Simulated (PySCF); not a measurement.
# C5H9GaO (SMILES CC#[C][Ga]([CH3])[O]C): what the fields show

The calculation's input:

```
{"job": {"kind": "uv", "xc": "B3LYP", "basis": "def2-SVPD", "nstates": 8, "ntriplets": 3}, "charge": 0, "multiplicity": 1}
C      3.721233    -0.343076    -0.109634
C      2.315489     0.001577    -0.162459
C      1.149048     0.319876    -0.218230
Ga    -0.790621     0.662232    -0.192710
C     -1.867645     2.325309    -0.594418
O     -1.835831    -0.642495     0.270734
C     -2.113294    -1.957717     0.685459
H      4.097040    -0.206255     0.904234
H      4.289559     0.293082    -0.787916
H      3.858866    -1.384299    -0.399995
H     -2.476861     2.155673    -1.482916
H     -2.535624     2.516405     0.246234
H     -1.226565     3.190883    -0.757342
H     -1.197901    -2.537011     0.831236
H     -2.728166    -2.455070    -0.070293
H     -2.666324    -1.930170     1.629057
```

Launched as:

```sh
OMP_NUM_THREADS=1 python probes_run.py task.json out
```

Geometry: GFN2-xTB.

Theory: PySCF, B3LYP/def2-SVPD, SCF density, gas phase.

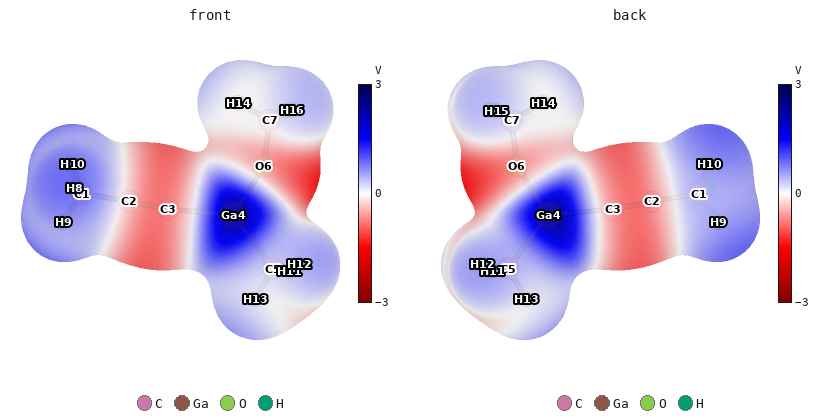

Figure 1. The electrostatic potential painted on the density surface at 0.002 e/bohr³, seen from the front and from behind; the colour scale runs from red (negative) to blue (positive).

**Which sites attract a positive test charge, and which a negative one?**

A positive charge is drawn to the negative regions and a negative charge to the positive ones. The most negative region (about −1.3 V) lies over O6, the most positive (about +2.1 V) over Ga4. O6 is the likeliest acceptor of a hydrogen bond.

**How polar is the molecule by this calculation?**

Its dipole moment is 1.31 D.

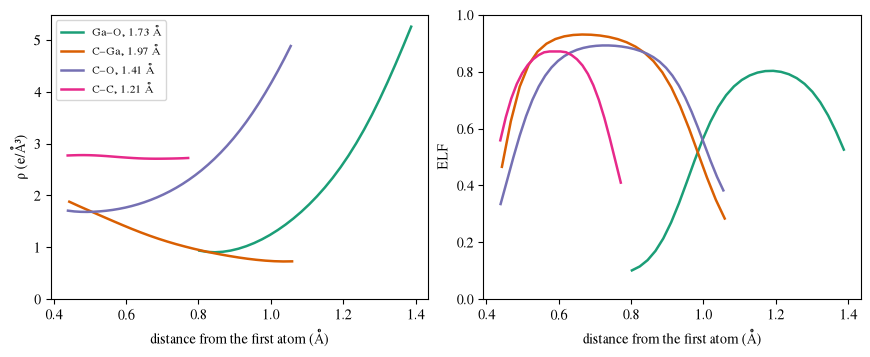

Figure 2. Total electron density and electron localisation function along straight lines between neighbouring atoms. The curves leave out the atomic cores.

**Compare the contacts.**

Ga–O (1.73 Å): the density is about 0.91 e/Å³ at the midpoint; the ELF peaks at about 0.80 in the valence shell of O, 0.5 Å from its nucleus, and is about 0.15 at the midpoint.
C–Ga (1.97 Å): ρ at the midpoint is about 0.74 e/Å³; the ELF peaks at about 0.95 in the valence shell of C, 0.7 Å from its nucleus, and is about 0.50 at the midpoint.
C–O (1.41 Å): ρ is about 2 e/Å³ halfway, with its minimum of 1.7 e/Å³ about 0.5 Å from C; the ELF peaks at about 0.90 between the atoms (a shared but strongly polarised pair).
C–C (1.21 Å): ρ is about 2.7 e/Å³ halfway; the ELF peaks at about 0.85 between the atoms; a multiple bond.
